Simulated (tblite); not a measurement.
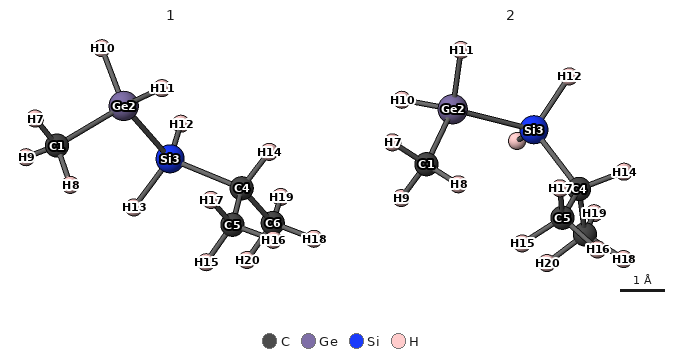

Two geometries of C4H14GeSi, drawn at one scale. One is the start of a relaxation, the other its converged end. Style: ball-and-stick. Shown from a free direction.

All numbers below come from tblite, GFN2-xTB geometry optimisation, gas phase. 

Question: Which of the two is the end point?

Answer: Structure 1 is the relaxed one. The largest moves after the best rigid fit, 2.03 Å, are those of H12 and H13. Largest moves by element: H 2.03 Å, Si 0.89 Å, C 0.82 Å, Ge 0.45 Å. Some distances before and after: Si3–C4 1.828 → 1.909 Å, C1–Ge2 1.896 → 1.974 Å, Ge2–Si3 2.270 → 2.344 Å, Ge2–H10 1.583 → 1.512 Å. Bond angles that change, for instance: Ge2–Si3–C4 118.0° → 110.4°, Si3–C4–C5 117.9° → 110.6°, Ge2–C1–H8 117.8° → 110.7°. Groups turn about Ge2–Si3 by about 95°, Si3–C4 by about 60°, C1–Ge2 by about 20°. The energy falls by 68.6 kJ/mol in 237 geometry steps.
